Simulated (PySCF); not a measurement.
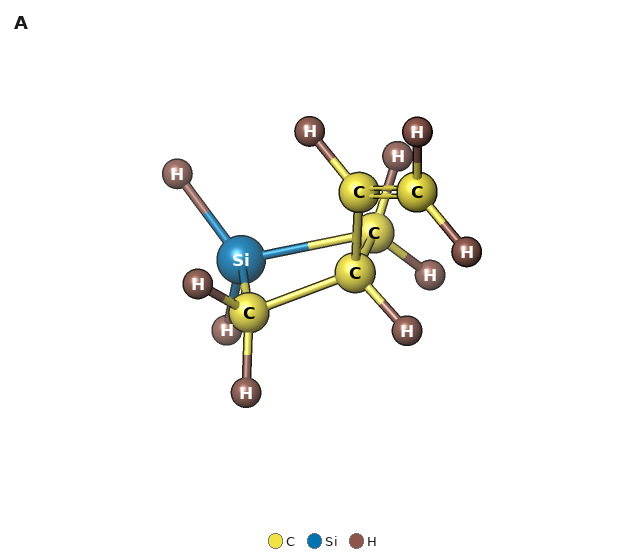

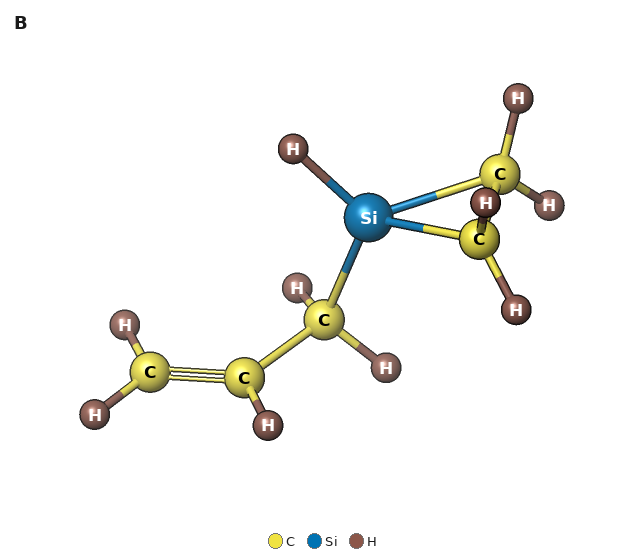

2 stationary structures of one formula. Geometries: GFN2-xTB. Electronic energies: CAM-B3LYP/def2-SVPD (PySCF 2.14.0), without zero-point energy. No frequency run is at hand to confirm each as a minimum. Each is one conformer, not always the lowest.

### Are they conformers, stereoisomers or constitutional isomers?

They are constitutional isomers of C5H10Si: A `C=CC1C[SiH2]C1`, B `C=CC[SiH]1CC1`.

### Rank them by energy, lowest first.

A is lowest; B lies 29.9 kJ/mol above it.

The geometry is semi-empirical. Around Si such bond lengths and angles can be off by a tenth of an ångström or more and by several degrees, and values that hang on the shape move with them.
